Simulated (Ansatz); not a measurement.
```xyz
17

C     0.9805   -0.3597    0.1904
C     0.9231   -1.3349   -0.9983
C    -0.0525   -0.8591   -2.0948
C    -1.6895   -0.8276    0.4549
B    -0.4170   -0.0294    0.8404
Cl   -0.5245    1.3527    1.9586
Si   -1.8371   -0.7050   -1.4421
H     1.4561    0.5906   -0.1167
H     1.6428   -0.7501    0.9872
H     0.6193   -2.3355   -0.6419
H     1.9307   -1.4686   -1.4271
H    -0.0283   -1.5391   -2.9621
H     0.2732    0.1273   -2.4697
H    -2.4525    0.5952   -1.8402
H    -2.7062   -1.8055   -1.9573
H    -1.4894   -1.9044    0.6131
H    -2.6118   -0.5514    0.9837
```

Geometry: B3LYP-D3(BJ)/def2-SVP.

Level of theory: isolated molecule in a Gaussian basis; Kohn-Sham density functional theory, functional PBE0 in Ansatz.

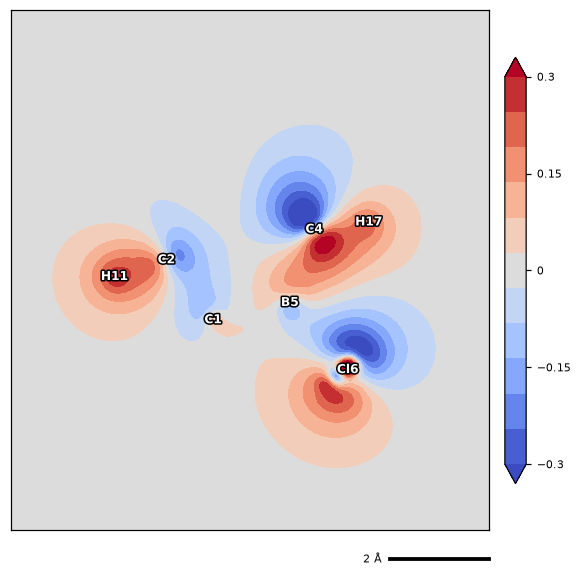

C4H10BClSi (SMILES ClB1CCC[SiH2]C1). The HOMO−1 on the plane of atoms B5, C4 and H17 (values in Å⁻³ᐟ²; the overall sign is arbitrary).

Q: Where does this orbital lie, and at what energy?

A: Its weight (Hirshfeld) is mainly on Cl6 (about 20 %), C4 (about 20 %), Si7 (about 20 %) and C3 (about 20 %). Its energy is −8.44 eV.
